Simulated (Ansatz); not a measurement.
The calculation's input:

```
crystal:
  periodic: [false, false, false]
  atoms:
    - { symbol: O, position_ang: [-1.4194, 1.8348, 1.1676] }
    - { symbol: C, position_ang: [-0.6205, 0.7753, 1.0181] }
    - { symbol: B, position_ang: [-0.1556, 0.6834, -0.5028] }
    - { symbol: O, position_ang: [-0.3756, -0.4787, -1.3073] }
    - { symbol: Si, position_ang: [-1.83658, -0.38524, -2.12243] }
    - { symbol: H, position_ang: [-1.7414, 1.9136, 2.1083] }
    - { symbol: H, position_ang: [0.2974, 0.8988, 1.6819] }
    - { symbol: H, position_ang: [-1.1176, -0.139, 1.2822] }
    - { symbol: H, position_ang: [0.4562, 1.6107, -0.9326] }
    - { symbol: H, position_ang: [-2.91352, -0.28997, -1.13744] }
    - { symbol: H, position_ang: [-1.84817, 0.85457, -2.97718] }
    - { symbol: H, position_ang: [-2.04407, -1.52421, -2.97238] }
basis:
  gaussian: { orbitals: def2-SVP }
hamiltonian:
  xc: pbe0
relax:
  f_tol: 0.015
  max_steps: 40
output:
  orbitals: {}
```

Command:

```sh
ansatz run input.yaml --threads 2 --pin off --max-ram 3072MiB --backend cpu --events-out ev --progress --plain --runs-dir out
```

The fields are those of the relaxed geometry.

Method: RKS PBE0/def2-SVP (Ansatz 0.2.0).

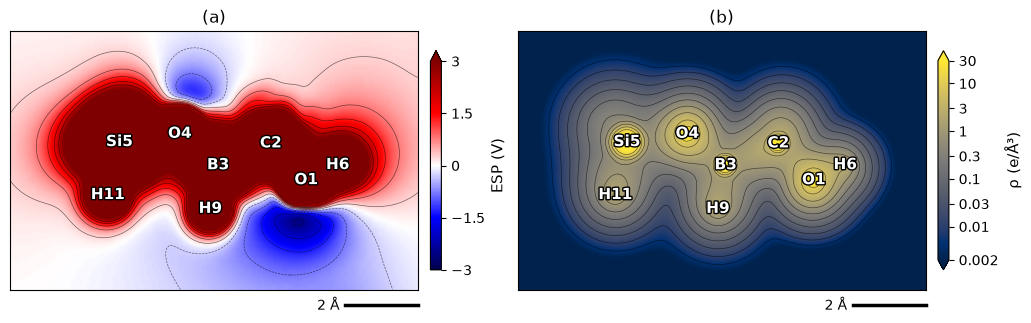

CH₇BO₂Si. (a) electrostatic potential; (b) electron density on the plane of atoms O4, B3 and H9.

**What does the map show?**

- The section cuts through O, C, B, Si and H sites.
- B–O (1.36 Å): the density is about 2.1 e/Å³ at the midpoint.
- C–O (1.40 Å): ρ is about 2.1 e/Å³ halfway, with its minimum of 1.8 e/Å³ about 0.5 Å from C.
- C–B (1.57 Å): ρ is about 1.5 e/Å³ halfway.
- Si–O (1.68 Å): ρ at the midpoint is about 1 e/Å³.
- O–H (0.96 Å): the density is about 3.7 e/Å³ at the midpoint.
- Outside the dense part of the molecule the potential is most negative (−2.5 V) near O1.
